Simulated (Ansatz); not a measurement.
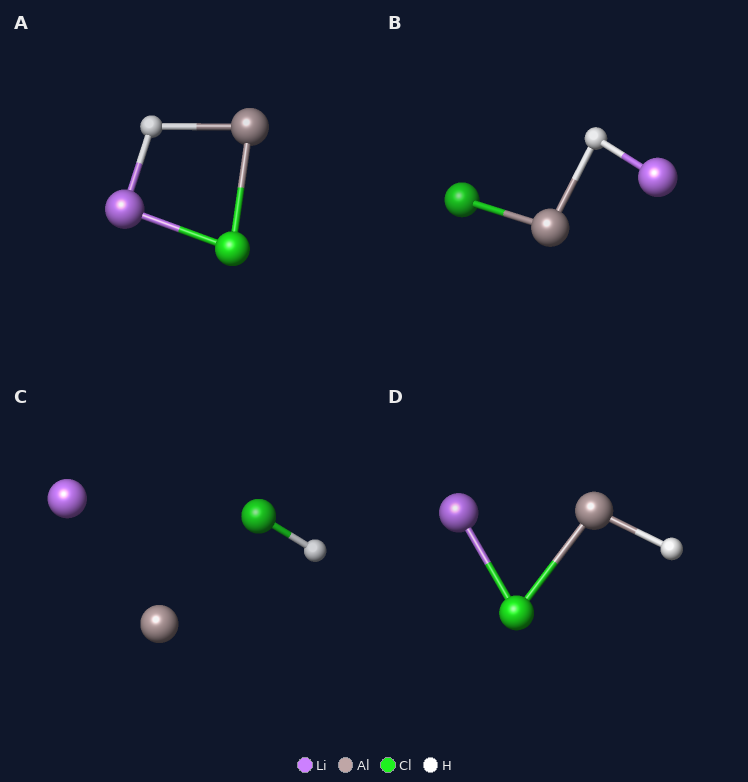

4 stationary structures of one formula. Geometries: PBE0-D4/def2-TZVP. Electronic energies: RHF-CCSD(T) (frozen core)/def2-TZVPP (Ansatz 0.2.0), without zero-point energy. No frequency run is at hand to confirm each as a minimum.

Which is lowest in energy, and by how much?

Answer. A is lowest (Cs); D lies 0.366 eV above it (Cs), B lies 0.782 eV above it (Cs), C lies 3.664 eV above it (Cs).
